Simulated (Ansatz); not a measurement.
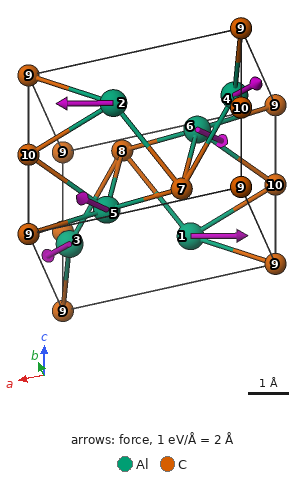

Starting geometry of a crystal of Al3C2 (a generated structure, set up in P6_3/m) (coarse preliminary run) with the computed forces as purple arrows. A ball-and-stick model of the cell of the calculation, seen from a free direction.

All numbers below come from DFT PBE, scalar-relativistic, plane waves, PAW (Ansatz 0.2.0). Settings: plane-wave cutoff 420 eV; k-point mesh 3 × 3 × 4; occupations gaussian; smearing width 0.1 eV; no spin polarisation; cell and atoms relaxed; force threshold 0.04 eV/Å; at most 70 steps.

What follows when this structure is relaxed?

It isn't relaxed: the largest force vector, on Al atoms, is 0.74 eV/Å. The atoms end up moving mostly along the starting forces (cosine between the two patterns 0.99). The largest moves relative to the cell, 0.28 Å, are those of Al1, Al2, Al3, Al4, Al5 and Al6. Al5 goes along [1 3 0]. C stays in place. The drawn cell changes as follows: a = b 6.802 → 5.178 Å (−23.9 %), c 4.215 → 5.334 Å (+26.6 %); the volume changes by −26.7 %. Among the contacts that change: Al1–C7 2.655 → 1.951 Å, C9–C10 2.107 → 2.667 Å, Al1–C10 2.622 → 2.079 Å, Al1–C8 2.784 → 3.139 Å. The space group stays P6_3/m (No. 176). The energy falls by 1080 meV per atom in 16 accepted moves (18 points after the start). Largest force component: 0.74 eV/Å at the start, 0.0094 eV/Å at the end. The pressure goes from −21.58 to −0.06 GPa. The SCF was repeated twice at an unchanged geometry on a basis and grid sized afresh for the cell, which shifted the energy by 13.0 meV per atom at most. Cost: 63 s on 1 thread of Intel(R) Xeon(R) Processor @ 2.70GHz, with other jobs on the host, peak memory 0.43 GiB.

Limits of the set-up: the k-point mesh is coarse for a cell with partly filled bands.
